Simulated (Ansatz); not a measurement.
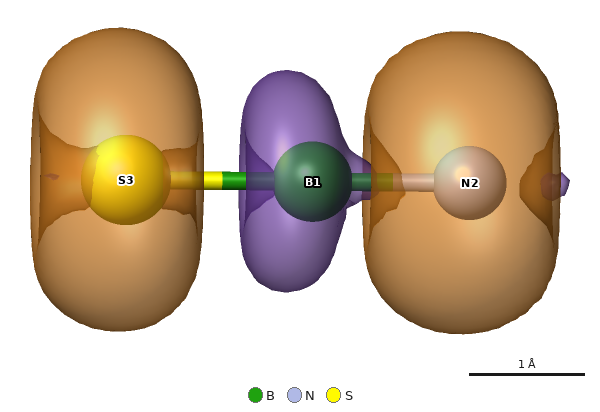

Figure. BNS (SMILES [N][B][S]) (triplet). Isosurfaces of the spin density (α minus β) at +0.03 (orange) and −0.03 e/Å³ (purple), seen from one side.

Geometry: PBE0-D4/def2-TZVP; ⟨S²⟩ = 2.05, above the pure value of 2.00.

Computed with Ansatz, isolated molecule in a Gaussian basis; Kohn-Sham density functional theory, functional PBE0.

```xyz
3

B     0.0000    0.0000   -0.0861
N     0.0000    0.0000   -1.4584
S     0.0000    0.0000    1.5445
```

**Which atoms carry the spin?**

The unpaired spin (2 electrons) lies mostly on N2 (about 1.4) and S3 (about 0.6), in electrons by Hirshfeld's partition.
